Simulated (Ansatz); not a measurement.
**C₂H₃F₂NOSi: density, localisation and related maps**

Input

```
crystal:
  periodic: [false, false, false]
  atoms:
    - {symbol: C, position_ang: [0.515269, -1.139846, 1.016949]}
    - {symbol: O, position_ang: [0.701604, -0.644633, -0.300023]}
    - {symbol: Si, position_ang: [-0.227905, 0.351446, -1.126145]}
    - {symbol: F, position_ang: [-1.649579, -0.244793, -1.437411]}
    - {symbol: F, position_ang: [0.479918, 0.694472, -2.479937]}
    - {symbol: C, position_ang: [-0.509556, 1.906343, -0.192425]}
    - {symbol: N, position_ang: [-0.666498, 2.848451, 0.449100]}
    - {symbol: H, position_ang: [-0.313781, -1.849965, 1.044792]}
    - {symbol: H, position_ang: [0.320957, -0.324448, 1.718605]}
    - {symbol: H, position_ang: [1.432671, -1.648327, 1.309294]}
basis:
  gaussian: {orbitals: def2-TZVPP}
hamiltonian: {xc: pbe0, dispersion: d4}
output: {orbitals: {seedname: orbitals}}
```

Run with:

```sh
ansatz run in.yaml --threads 4 --pin off --events-out ev --progress --plain --max-ram 10444MiB
```

Geometry: PBE0-D4/def2-TZVP.

Level of theory: Ansatz, RKS PBE0-D4/def2-TZVPP.

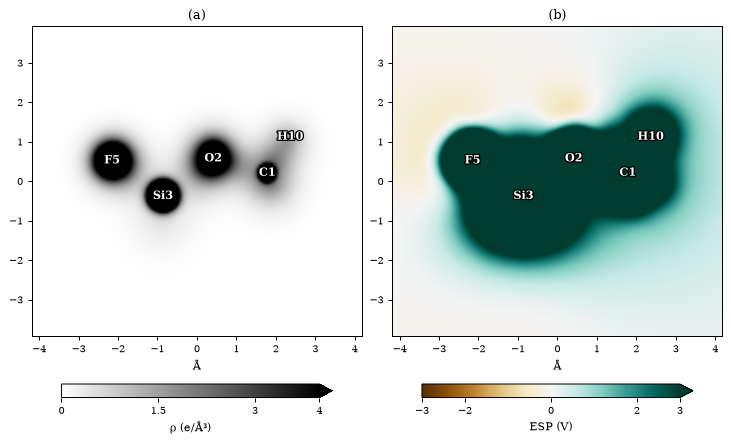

Figure 1. (a) electron density; (b) molecular electrostatic potential on the plane of atoms O2, Si3 and F5.

Question: Describe what can be read from this map.

Answer: The plane passes through C, O, Si, F and H nuclei. C–O (1.42 Å): the density is about 2 e/Å³ at the midpoint, with its minimum of 1.6 e/Å³ about 0.5 Å from C. Si–F (1.57 Å): the density is about 1.3 e/Å³ at the midpoint. Si–O (1.59 Å): ρ is about 1.3 e/Å³ halfway. C–H (1.09 Å): ρ at the midpoint is about 2.1 e/Å³. Outside the dense part of the molecule the potential is most negative (−0.7 V) near O2.

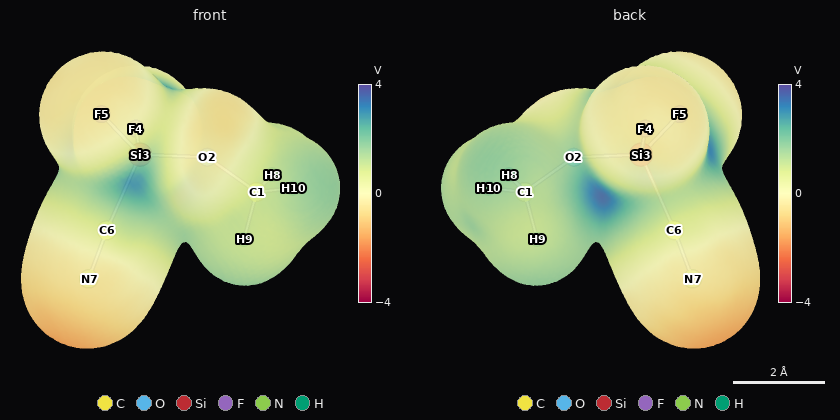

Figure 2. The electrostatic potential painted on the density surface at 0.004 e/bohr³, seen from the front and from behind; the colour scale runs from red (negative) to blue (positive).

Question: Where is the surface potential most negative and most positive?

Answer: The most negative region (about −1.6 V, or −37 kcal/mol for a unit charge) lies over N7, the most positive (about +3.2 V, or +74 kcal/mol for a unit charge) over Si3. N7 is the likeliest acceptor of a hydrogen bond.

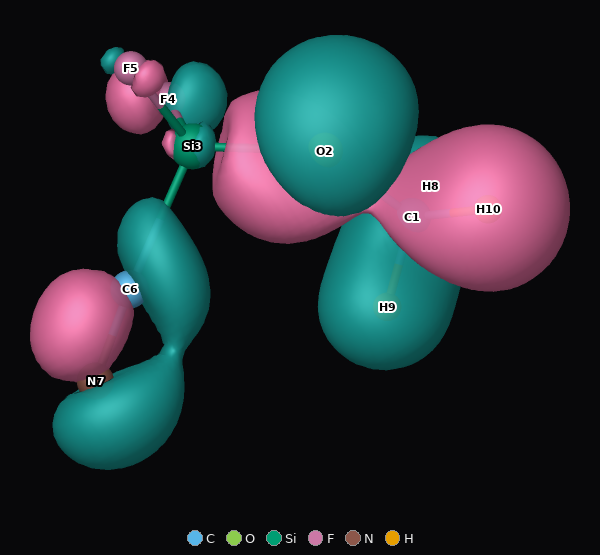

Figure 3. The HOMO−1 at ±0.08 Å⁻³ᐟ² (teal and pink are the two phases), seen across its widest extent.

Question: Describe this orbital and give its energy.

Answer: It lies mainly on O2 (about 45 %), C1 (about 20 %), H10 (about 10 %) and Si3 (about 5 %). Its energy is −10.16 eV.
